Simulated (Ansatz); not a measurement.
The calculation's input:

```
crystal:
  periodic: [false, false, false]
  atoms:
    - {symbol: C, position_ang: [1.198167, -1.364496, 0.889417]}
    - {symbol: C, position_ang: [0.361520, -0.694829, -0.147611]}
    - {symbol: O, position_ang: [0.141966, -1.093056, -1.252124]}
    - {symbol: O, position_ang: [-0.155981, 0.479986, 0.313535]}
    - {symbol: Si, position_ang: [-1.127788, 1.466629, -0.582745]}
    - {symbol: Cl, position_ang: [-1.544519, 3.010365, 0.653246]}
    - {symbol: Cl, position_ang: [-0.166852, 2.154446, -2.217923]}
    - {symbol: Cl, position_ang: [-2.841842, 0.535607, -1.098134]}
    - {symbol: H, position_ang: [0.592460, -1.559700, 1.776549]}
    - {symbol: H, position_ang: [2.008360, -0.698280, 1.192067]}
    - {symbol: H, position_ang: [1.599910, -2.293672, 0.494223]}
basis:
  gaussian: {orbitals: def2-TZVPP}
hamiltonian: {xc: pbe0, dispersion: d4}
output: {orbitals: {seedname: orbitals}}
```

Launched as:

```sh
ansatz run in.yaml --threads 4 --pin off --events-out ev --progress --plain --max-ram 11315MiB
```

Geometry: PBE0-D4/def2-TZVP.

All numbers below come from Ansatz 0.2.0, RKS PBE0-D4/def2-TZVPP.

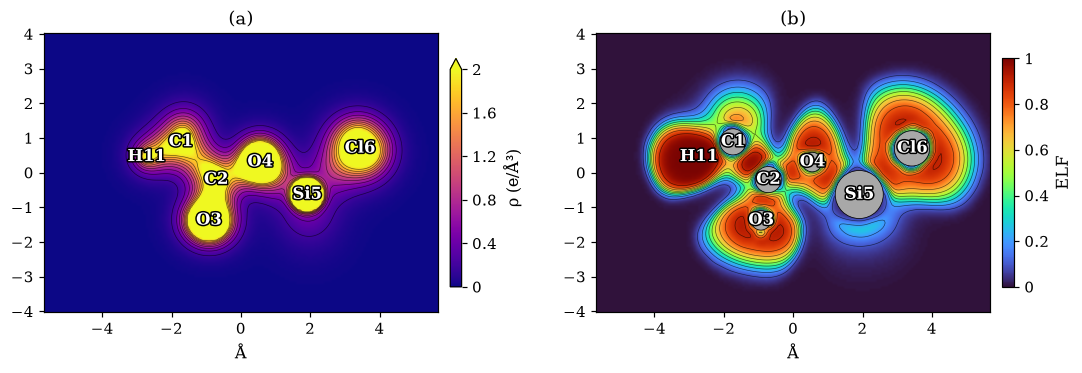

C₂H₃Cl₃O₂Si (SMILES CC(=O)O[Si](Cl)(Cl)Cl). (a) total electron density; (b) electron localisation function on the plane of atoms C2, O4 and Si5. Grey discs cover the atomic cores in the ELF map.

Read the bonding off the picture.

Answer.
- The section cuts through C, O, Si, Cl and H sites.
- C–O (1.19 Å): ρ at the midpoint is about 3.6 e/Å³; the ELF peaks at about 0.85 between the atoms; a multiple bond.
- C–C (1.49 Å): ρ is about 1.8 e/Å³ halfway; the ELF peaks at about 0.95 between the atoms; a shared electron pair.
- Si–O (1.65 Å): the density is about 1.2 e/Å³ at the midpoint; the ELF peaks at about 0.85 between the atoms: a shared but strongly polarised pair.
- Si–Cl (2.02 Å): ρ at the midpoint is about 0.98 e/Å³; the ELF peaks at about 0.90 between the atoms, as expected for a polar covalent bond.
- C–H (1.09 Å): the density is about 2 e/Å³ at the midpoint; the ELF climbs to about 1 towards the hydrogen, as it does in any bond to H (a covalent bond by its length).
- The ELF also peaks beside O3, Cl6 and O4, away from the bonds: lone-pair regions.
